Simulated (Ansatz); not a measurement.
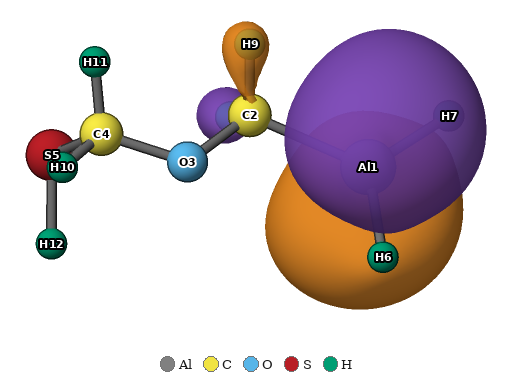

C₂H₇AlOS (SMILES [AlH2][CH2]OCS). The LUMO at ±0.1 Å⁻³ᐟ² (orange and purple are the two phases), seen across its widest extent.

The calculation used RKS PBE0-D4/def2-SVP (Ansatz 0.2.0).

```xyz
12

Al   -0.3868    1.1730    2.1463
C    -0.3740   -0.1656    0.6968
O     0.7375    0.0321   -0.1542
C     0.7929   -0.8056   -1.2494
S    -0.5147   -0.5397   -2.5067
H     0.6232    2.4003    2.1526
H    -1.4675    0.9953    3.3031
H    -1.3210   -0.0885    0.1179
H    -0.3791   -1.2012    1.1052
H     1.7761   -0.6675   -1.7205
H     0.6773   -1.8712   -0.9685
H    -0.0871    0.6837   -2.8887
```

**What is the character of this orbital?**

Its weight (Hirshfeld) is mainly on Al1 (about 80 %). Its energy is −1.40 eV.
